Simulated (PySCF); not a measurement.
# GeO (SMILES [O]=[Ge]) at PBE/STO-3G

Aim: the vertical ionisation energy of GeO at PBE/STO-3G, from 2 runs. 

The results are computed with PySCF 2.14.0.

13 further runs of the same task are left out: 6 that didn't finish, 7 set aside as unsound or not needed.

### Step 1. The structure to begin with

GeO: 2 atoms, total charge 0, spin state singlet. SMILES: `[O]=[Ge]`. Geometry: a GFN2-xTB relaxation, a rough one for these elements and not checked as a minimum.

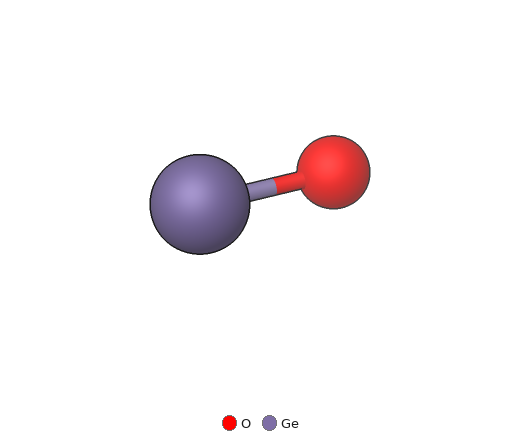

Viewed from a chosen angle; oxygen red, germanium purple.

### Step 2. A single-point energy at PBE/STO-3G

run.py

```python
from pyscf import gto, dft

system = gto.Mole()
system.atom = [
    ('O', (0.000000, 0.000000, 0.000000)),
    ('Ge', (0.000000, 0.000000, 1.576490)),
]
system.max_memory = 1860
system.verbose = 4
system.charge = 0
system.basis = 'sto-3g'
system.spin = 0
system.build()

mf = dft.RKS(system, xc='pbe')
mf.conv_tol = 1e-10
mf.grids.level = 5
mf.kernel()
if not mf.converged:
    mf = mf.newton().run(mf.mo_coeff, mf.mo_occ)

energy = mf.e_tot
print('E = %.10f Eh' % energy)
```

Run with:

```
OMP_NUM_THREADS=1 python run.py
```

The log of the run:

```text
PySCF version 2.14.0

[INPUT] num. atoms = 2
[INPUT] num. electrons = 40
[INPUT] charge = 0
[INPUT] spin (= nelec alpha-beta = 2S) = 0
[INPUT] symmetry False subgroup None
[INPUT] Mole.unit = angstrom
[INPUT] Symbol           X                Y                Z      unit          X                Y                Z       unit  Magmom
[INPUT]  1 O      0.000000000000   0.000000000000   0.000000000000 AA    0.000000000000   0.000000000000   0.000000000000 Bohr   0.0
[INPUT]  2 Ge     0.000000000000   0.000000000000   1.576490000000 AA    0.000000000000   0.000000000000   2.979134338116 Bohr   0.0

nuclear repulsion = 85.9310024139195
number of shells = 11
number of NR pGTOs = 69
number of NR cGTOs = 23
basis = sto-3g
ecp = {}

******** <class 'pyscf.dft.rks.RKS'> ********
method = RKS
initial guess = minao
damping factor = 0
level_shift factor = 0
DIIS = <class 'pyscf.scf.diis.CDIIS'>
diis_start_cycle = 1
diis_space = 8
diis_damp = 0
SCF conv_tol = 1e-10
SCF conv_tol_grad = None
SCF max_cycles = 50
direct_scf = True
direct_scf_tol = 1e-13
XC library pyscf.dft.libxc version 7.0.0
    S. Lehtola, C. Steigemann, M. J.T. Oliveira, and M. A.L. Marques.,  SoftwareX 7, 1–5 (2018)
XC functionals = pbe
    J. P. Perdew, K. Burke, and M. Ernzerhof.,  Phys. Rev. Lett. 77, 3865 (1996)
    J. P. Perdew, K. Burke, and M. Ernzerhof.,  Phys. Rev. Lett. 78, 1396 (1997)
    J. P. Perdew, K. Burke, and M. Ernzerhof.,  Phys. Rev. Lett. 77, 3865 (1996)
    J. P. Perdew, K. Burke, and M. Ernzerhof.,  Phys. Rev. Lett. 78, 1396 (1997)
radial grids:
    Treutler-Ahlrichs [JCP 102, 346 (1995); DOI:10.1063/1.469408] (M4) radial grids

becke partition: Becke, JCP 88, 2547 (1988); DOI:10.1063/1.454033
pruning grids: <function nwchem_prune>
grids dens level: 5
symmetrized grids: False
atomic radii adjust function: <function treutler_atomic_radii_adjust>
small_rho_cutoff = 0
Set gradient conv threshold to 1e-05
Initial guess from minao.
tot grids = 87720
init E= -2124.62392947119
  HOMO = -0.512452200518302  LUMO = -0.30676206550956  gap/eV = 5.59711
cycle= 1 E= -2126.62340937594  delta_E=   -2  |g|= 0.588  |ddm|= 2.04
  HOMO = 0.0554279429122194  LUMO = 0.230675731678914  gap/eV = 4.76874
cycle= 2 E= -2124.25435715127  delta_E= 2.37  |g|= 2.52  |ddm|= 3.57
  HOMO = 0.06297227035221  LUMO = 0.0854136297287597  gap/eV = 0.61066
cycle= 3 E= -2124.25657383621  delta_E= -0.00222  |g|= 3.59  |ddm|=  3.3
  HOMO = -0.0619768804631816  LUMO = 0.0434061069374187  gap/eV = 2.86762
cycle= 4 E= -2126.7737060804  delta_E= -2.52  |g|= 0.0958  |ddm|= 3.04
  HOMO = -0.0642266860833058  LUMO = 0.0380581628972567  gap/eV = 2.78331
cycle= 5 E= -2126.77506552476  delta_E= -0.00136  |g|= 0.055  |ddm|= 0.122
  HOMO = -0.0558298853672763  LUMO = 0.0395261029511752  gap/eV = 2.59477
cycle= 6 E= -2126.77585630904  delta_E= -0.000791  |g|= 0.0363  |ddm|= 0.101
  HOMO = -0.0597244147900191  LUMO = 0.0388474888758425  gap/eV = 2.68228
cycle= 7 E= -2126.77613508285  delta_E= -0.000279  |g|= 0.018  |ddm|= 0.0411
  HOMO = -0.0591867527128074  LUMO = 0.0392768915880404  gap/eV = 2.67933
cycle= 8 E= -2126.77624039576  delta_E= -0.000105  |g|= 0.00113  |ddm|= 0.0204
  HOMO = -0.0589822933203456  LUMO = 0.0393301492376306  gap/eV = 2.67522
cycle= 9 E= -2126.77624109328  delta_E= -6.98e-07  |g|= 4.23e-05  |ddm|= 0.00279
  HOMO = -0.0589736724853353  LUMO = 0.0393330683351345  gap/eV = 2.67506
cycle= 10 E= -2126.77624109429  delta_E= -1e-09  |g|= 3.6e-06  |ddm|= 0.000127
  HOMO = -0.0589744399474385  LUMO = 0.0393329009985221  gap/eV = 2.67508
cycle= 11 E= -2126.77624109429  delta_E= -3.64e-12  |g|= 1.64e-07  |ddm|= 7.81e-06
  HOMO = -0.0589744703774926  LUMO = 0.0393328735676791  gap/eV = 2.67508
Extra cycle  E= -2126.77624109429  delta_E= -1.82e-12  |g|= 8.29e-07  |ddm|= 1.21e-06
converged SCF energy = -2126.77624109429
E = -2126.7762410943 Eh
```

It took 1.9 s on 1 thread of Intel Xeon Platinum 8488C (Sapphire Rapids), shared host; peak memory 0.19 GiB.

### Step 3. The doublet cation, same level

run.py

```python
from pyscf import gto, dft

system = gto.Mole()
system.atom = '''
O      0.000000     0.000000     0.000000
Ge     0.000000     0.000000     2.979134
'''
system.charge = 1
system.basis = 'sto-3g'
system.unit = 'bohr'
system.verbose = 4
system.max_memory = 1860
system.spin = 1
system.build()

ks = dft.UKS(system)
ks.xc = 'pbe'
ks.grids.level = 5
ks.conv_tol = 1e-10
ks.kernel()
if not ks.converged:
    ks = ks.newton().run(ks.mo_coeff, ks.mo_occ)

e_final = ks.e_tot
print('E = %.10f Eh' % e_final)
```

Run with:

```
OMP_NUM_THREADS=1 python run.py
```

The log of the run:

```text
PySCF version 2.14.0

[INPUT] num. atoms = 2
[INPUT] num. electrons = 39
[INPUT] charge = 1
[INPUT] spin (= nelec alpha-beta = 2S) = 1
[INPUT] symmetry False subgroup None
[INPUT] Mole.unit = bohr
[INPUT] Symbol           X                Y                Z      unit          X                Y                Z       unit  Magmom
[INPUT]  1 O      0.000000000000   0.000000000000   0.000000000000 AA    0.000000000000   0.000000000000   0.000000000000 Bohr   0.0
[INPUT]  2 Ge     0.000000000000   0.000000000000   1.576489821077 AA    0.000000000000   0.000000000000   2.979134000000 Bohr   0.0

nuclear repulsion = 85.9310121666229
number of shells = 11
number of NR pGTOs = 69
number of NR cGTOs = 23
basis = sto-3g
ecp = {}

[... 86 lines left out ...]
converged SCF energy = -2126.4924869379  <S^2> = 0.75185207  2S+1 = 2.0018512
E = -2126.4924869379 Eh
```

Run time: 3 s. Hardware: 1 thread of Intel Xeon Platinum 8488C (Sapphire Rapids), shared host; peak memory 0.2 GiB.

### Step 4. What came out

At PBE/STO-3G:

| quantity | value |
| --- | --- |
| singlet GeO: total energy | -2126.77624 Eh |
| singlet GeO: dipole moment | 0.42 D |
| singlet GeO: HOMO energy | -1.60 eV |
| singlet GeO: LUMO energy | 1.07 eV |
| singlet GeO: HOMO–LUMO gap | 2.68 eV |
| doublet cation: total energy | -2126.49249 Eh |
| doublet cation: HOMO energy (highest over α and β) | -14.27 eV |
| doublet cation: LUMO energy (lowest over α and β) | -12.98 eV |
| doublet cation: ⟨S²⟩ | 0.752 |
| vertical ionisation energy (to the doublet cation) | 7.721 eV |

Removing an electron at fixed nuclei costs 7.72 eV (178 kcal/mol). The negative HOMO energy of the first species, 1.60 eV, lies 6.12 eV below that difference. In a minimal basis such a difference can be off by several eV, whatever the method.
